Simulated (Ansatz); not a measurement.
# CH6NSi+ (SMILES N[CH+][SiH3]): energies and forces away from the minimum

Aim: displace all atoms at random from the minimum and see how well density functionals give the CCSD(T) energy and forces there.

Method: single points with forces in def2-TZVPP; program: Ansatz 0.2.0, Gaussian basis.

Levels: PBE-D4, r2SCAN-D4, PBE0-D4, wB97M-V, Hartree-Fock, MP2, CCSD, CCSD(T). Each coordinate is moved by a Gaussian draw of the width named (0.7 of it for atoms other than hydrogen): 0.04, 0.04, 0.06, 0.06 Å.

Cores are frozen in the correlated methods.

30 further runs of the same task are left out: 30 set aside as unsound or not needed.

**1. The system as given**

SMILES `N[CH+][SiH3]`, 9 atoms, charge 1, spin multiplicity 1.

Atoms are counted from 1 here; the program's logs count them from 0.

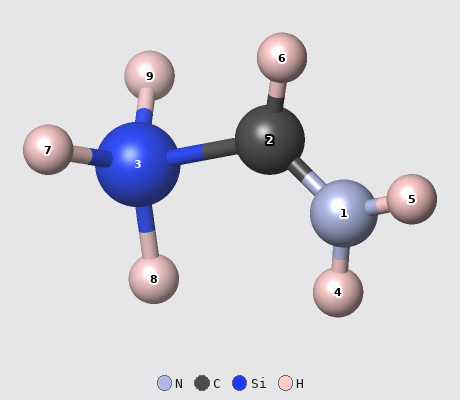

The starting geometry (nitrogen light blue, carbon dark grey, silicon blue, hydrogen pink); atoms are numbered from 1 in the order of the file.

Geometry (Å):

```xyz
9

N    -0.7665    0.7541   -1.0478
C     0.0111    0.6899   -0.0435
Si    0.5717   -0.9641    0.8288
H    -1.1589   -0.0917   -1.4578
H    -1.0368    1.6287   -1.4990
H     0.3892    1.6371    0.3341
H     2.0049   -0.9430    0.5619
H    -0.1861   -1.9874    0.1145
H     0.1713   -0.7236    2.2088
```

**2. Finding the minimum**

The input, relax/in.yaml:

```yaml
crystal:
  periodic: [false, false, false]
  atoms:
    - {symbol: N, position_ang: [-0.766480, 0.754070, -1.047850]}
    - {symbol: C, position_ang: [0.011110, 0.689950, -0.043520]}
    - {symbol: Si, position_ang: [0.571710, -0.964140, 0.828850]}
    - {symbol: H, position_ang: [-1.158890, -0.091700, -1.457800]}
    - {symbol: H, position_ang: [-1.036750, 1.628720, -1.498960]}
    - {symbol: H, position_ang: [0.389190, 1.637100, 0.334070]}
    - {symbol: H, position_ang: [2.004910, -0.942970, 0.561950]}
    - {symbol: H, position_ang: [-0.186140, -1.987410, 0.114490]}
    - {symbol: H, position_ang: [0.171330, -0.723620, 2.208770]}
basis:
  gaussian: {orbitals: def2-TZVP}
total_charge: 1
hamiltonian: {xc: pbe0, dispersion: d4}
relax: {f_tol: 0.005, max_steps: 200}
```

Command:

```bash
ansatz run in.yaml --threads 2 --pin off --events-out ev --progress --plain --max-ram 4352MiB
```

Standard output, shortened:

```text
Functional definition: PBE0
  name "PBE0"
  cite "Adamo & Barone, J. Chem. Phys. 110, 6158 (1999) doi:10.1063/1.478522"
  cite "Perdew, Burke & Ernzerhof, Phys. Rev. Lett. 77, 3865 (1996) doi:10.1103/PhysRevLett.77.3865"
  parent pbe
[...]
867 factors; their error is unknown
[...]
mean field -10489.46082138 eV, -385.4805751737 hartree, gradient 5.9e-5 eV, S^2 0.000000; 0 other end points of the search recorded, 0 dependent functions left out
[...]
reference -10489.46085157 eV, -385.4805762832 hartree; 16, 16 occupied and 119, 119 virtual orbitals, 867 factors
[...]
Atom 1 at     0.029628     0.689058    -0.057455 Å, force     0.000682    -0.001436     0.001017 eV/Å
Atom 2 at     0.568017    -0.940875     0.809071 Å, force    -0.001611     0.001229     0.000327 eV/Å
Atom 3 at    -1.207395    -0.080327    -1.438234 Å, force    -0.000111     0.000009     0.000305 eV/Å
Atom 4 at    -1.045340     1.635142    -1.476271 Å, force    -0.001742     0.001811    -0.001500 eV/Å
Atom 5 at     0.418155     1.651722     0.278480 Å, force     0.000977     0.001036     0.001065 eV/Å
Atom 6 at     2.034369    -0.956173     0.628640 Å, force    -0.000161    -0.000710     0.000599 eV/Å
Atom 7 at    -0.154313    -2.010226     0.088179 Å, force     0.000744     0.000027     0.000242 eV/Å
Atom 8 at     0.139805    -0.742281     2.209187 Å, force     0.001004    -0.000472    -0.001123 eV/Å
Dipole moment:    -0.343769     0.492749    -0.479454 e Å
```

Wall time 17 s (2 threads of Arm Neoverse V2, shared host); peak memory 0.22 GiB.

Relaxation path:

| step | energy from step 1 (eV) | largest force component (eV/Å) |
| --- | --- | --- |
| 1 | 0.0000 | 0.7093 |
| 2 | -0.0263 | 0.2325 |
| 3 | -0.0302 | 0.0524 |
| 4 | -0.0302 | 0.0887 |
| 5 | -0.0306 | 0.0329 |
| 6 | -0.0310 | 0.0123 |
| 7 | -0.0311 | 0.0035 |
| 8 | -0.0311 | 0.0018 |

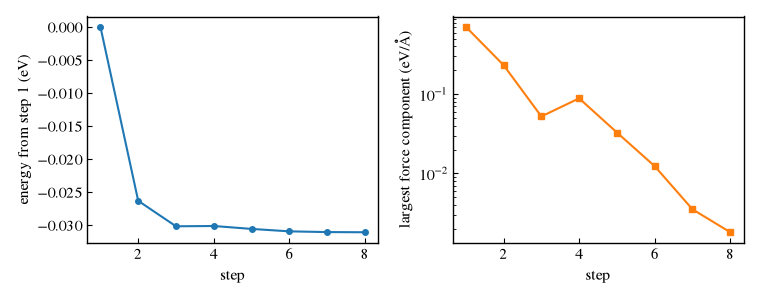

Energy and largest force along the relaxation.

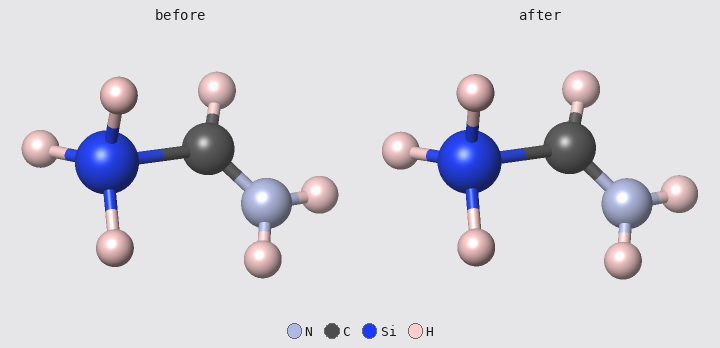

The geometry before (left) and after (right).

Distances of close pairs at the start and the end, largest changes first:

```csv
bond,before (Å),after (Å),change (Å)
C2–Si3,1.952,1.923,-0.029
Si3–H9,1.457,1.478,+0.021
Si3–H7,1.458,1.477,+0.019
Si3–H8,1.460,1.478,+0.018
N1–C2,1.272,1.278,+0.006
C2–H6,1.087,1.091,+0.004
N1–H5,1.021,1.017,-0.004
N1–H4,1.019,1.017,-0.002
```

**3. Reference energies at the minimum**

The input, min-pbe-tzvpp/in.yaml:

```yaml
crystal:
  periodic: [false, false, false]
  atoms:
    - {symbol: N, position_ang: [-0.782937, 0.753959, -1.041598]}
    - {symbol: C, position_ang: [0.029628, 0.689058, -0.057455]}
    - {symbol: Si, position_ang: [0.568017, -0.940875, 0.809071]}
    - {symbol: H, position_ang: [-1.207395, -0.080327, -1.438234]}
    - {symbol: H, position_ang: [-1.045340, 1.635142, -1.476271]}
    - {symbol: H, position_ang: [0.418155, 1.651722, 0.278480]}
    - {symbol: H, position_ang: [2.034369, -0.956173, 0.628640]}
    - {symbol: H, position_ang: [-0.154313, -2.010226, 0.088179]}
    - {symbol: H, position_ang: [0.139805, -0.742281, 2.209187]}
basis:
  gaussian: {orbitals: def2-TZVPP}
total_charge: 1
hamiltonian: {xc: pbe, dispersion: d4}
```

min-r2scan-tzvpp/in.yaml differs from min-pbe-tzvpp/in.yaml so:

```diff
-hamiltonian: {xc: pbe, dispersion: d4}
+hamiltonian: {xc: r2scan, dispersion: d4}
```

min-pbe0-tzvpp/in.yaml:

```diff
-hamiltonian: {xc: pbe, dispersion: d4}
+hamiltonian: {xc: pbe0, dispersion: d4}
+output: {orbitals: {seedname: orbitals}}
```

min-b3lyp-tzvpp/in.yaml:

```diff
-hamiltonian: {xc: pbe, dispersion: d4}
+hamiltonian: {xc: {name: B3LYP}, dispersion: d4}
```

min-wb97mv-tzvpp/in.yaml:

```diff
-hamiltonian: {xc: pbe, dispersion: d4}
+hamiltonian: {xc: {name: wB97M-V}}
```

min-ccsdt-tzvpp/in.yaml:

```diff
-hamiltonian: {xc: pbe, dispersion: d4}
+correlation: {method: ccsd_t}
```

One command serves all of them, each in its own folder.

Command:

```bash
ansatz run in.yaml --threads 2 --pin off --events-out ev --progress --plain --max-ram 4352MiB
```

Output in min-pbe-tzvpp, shortened:

```text
Functional definition: PBE
  name "PBE"
[... 2 set-up lines as earlier in the session ...]
[...]
977 factors; their error is unknown
[...]
mean field -10488.49511649 eV, -385.4450861736 hartree, gradient 7.0e-5 eV, S^2 0.000000; 0 other end points of the search recorded, 0 dependent functions left out
reference -10488.49515706 eV, -385.4450876648 hartree; 16, 16 occupied and 172, 172 virtual orbitals, 977 factors
Total energy: -10488.60694162 eV, -385.4491956716 hartree
```

min-r2scan-tzvpp printed, shortened:

```text
Functional definition: r2SCAN
  name "r2SCAN"
  cite "Furness, Kaplan, Ning, Perdew & Sun, J. Phys. Chem. Lett. 11, 8208 (2020) doi:10.1021/acs.jpclett.0c02405"
  cite "Furness, Kaplan, Ning, Perdew & Sun, J. Phys. Chem. Lett. 11, 9248 (2020) doi:10.1021/acs.jpclett.0c03077"
  parent r2scan
[...]
977 factors; their error is unknown
[...]
mean field -10493.70919423 eV, -385.6366999963 hartree, gradient 4.3e-5 eV, S^2 0.000000; 0 other end points of the search recorded, 0 dependent functions left out
reference -10493.70920624 eV, -385.6367004377 hartree; 16, 16 occupied and 172, 172 virtual orbitals, 977 factors
Total energy: -10493.73561270 eV, -385.6376708573 hartree
```

Output in min-pbe0-tzvpp, shortened:

```text
[... 5 set-up lines as earlier in the session ...]
[...]
980 factors; their error is unknown
[...]
mean field -10489.55674869 eV, -385.4841004375 hartree, gradient 3.3e-5 eV, S^2 0.000000; 0 other end points of the search recorded, 0 dependent functions left out
reference -10489.55677896 eV, -385.4841015499 hartree; 16, 16 occupied and 172, 172 virtual orbitals, 980 factors
Total energy: -10489.64999177 eV, -385.4875270576 hartree
```

min-b3lyp-tzvpp printed, shortened:

```text
Functional definition: B3LYP
  name "B3LYP"
  cite "Stephens, Devlin, Chabalowski & Frisch, J. Phys. Chem. 98, 11623 (1994) doi:10.1021/j100096a001"
  cite "Becke, Phys. Rev. A 38, 3098 (1988) doi:10.1103/PhysRevA.38.3098"
  cite "Lee, Yang & Parr, Phys. Rev. B 37, 785 (1988) doi:10.1103/PhysRevB.37.785"
  cite "Vosko, Wilk & Nusair, Can. J. Phys. 58, 1200 (1980) doi:10.1139/p80-159"
[...]
980 factors; their error is unknown
[...]
mean field -10496.86440255 eV, -385.7526517634 hartree, gradient 3.9e-5 eV, S^2 0.000000; 0 other end points of the search recorded, 0 dependent functions left out
reference -10496.86465128 eV, -385.7526609043 hartree; 16, 16 occupied and 172, 172 virtual orbitals, 980 factors
Total energy: -10497.04570535 eV, -385.7593145186 hartree
```

Output in min-wb97mv-tzvpp, shortened:

```text
Functional definition: wB97M-V
  name "wB97M-V"
  cite "Mardirossian & Head-Gordon, J. Chem. Phys. 144, 214110 (2016) doi:10.1063/1.4952647"
  cite "Becke, J. Chem. Phys. 107, 8554 (1997) doi:10.1063/1.475007"
  cite "Vydrov & Van Voorhis, J. Chem. Phys. 133, 244103 (2010) doi:10.1063/1.3521275"
  # Of w^i u^j: cxij and so on, Table III.
[...]
  gx(w, u) = 1 - cx + cx01*u + cx10*w
[...]
      + integral(e_c_pw_mod_opposite_spin*gos(b97_w_opposite, b97_u_opposite)) + vv10(b, c)
980 factors; their error is unknown
247 factors; integrals over basis functions are off by at most 1.2e-5 eV
[...]
mean field -10494.06374404 eV, -385.6497294617 hartree, gradient 4.0e-5 eV, S^2 0.000000; 0 other end points of the search recorded, 0 dependent functions left out
reference -10494.06379152 eV, -385.6497312066 hartree; 16, 16 occupied and 172, 172 virtual orbitals, 980 factors
Total energy: -10494.06379152 eV, -385.6497312066 hartree
```

Log of min-ccsdt-tzvpp, shortened:

```text
Functional definition: HF
  name "HF"
  cite "Fock, Z. Phys. 61, 126 (1930) doi:10.1007/BF01340294"
[... 1 set-up line as earlier in the session ...]
[...]
1079 factors; integrals over basis functions are off by at most 9.2e-4 eV
[...]
mean field -10463.95138729 eV, -384.5431207619 hartree, gradient 1.5e-6 eV, S^2 0.000000; 0 other end points of the search recorded, 0 dependent functions left out
7 core orbitals not correlated: weight in the atoms' cores, before any rotation towards them, 1.000 or more for the frozen orbitals, at most 0.000 for the correlated occupied ones
reference -10463.95138729 eV, -384.5431207619 hartree; 9, 9 occupied and 172, 172 virtual orbitals, 1079 factors
second order -12.97350677 eV of doubles, -0.00000000 eV of singles
cycle   1  -13.62205256 eV  change   -6.5e-1 eV  update   8.6e-2
[...]
cycle   9  -14.11060019 eV  change   -6.1e-6 eV  update   1.3e-5
perturbative correction -0.53236555 eV, -0.0195640733 hartree
Total energy: -10478.59435304 eV, -385.0812398277 hartree
```

Wall times: 1.4 s (min-pbe-tzvpp), 3.1 s (min-r2scan-tzvpp), 2 s (min-pbe0-tzvpp), 2.3 s (min-b3lyp-tzvpp), 7 s (min-wb97mv-tzvpp), 29 s (min-ccsdt-tzvpp) on 2 threads of Arm Neoverse V2, shared host; peak memory 1.9 GiB.

[end of part 1 of 3]
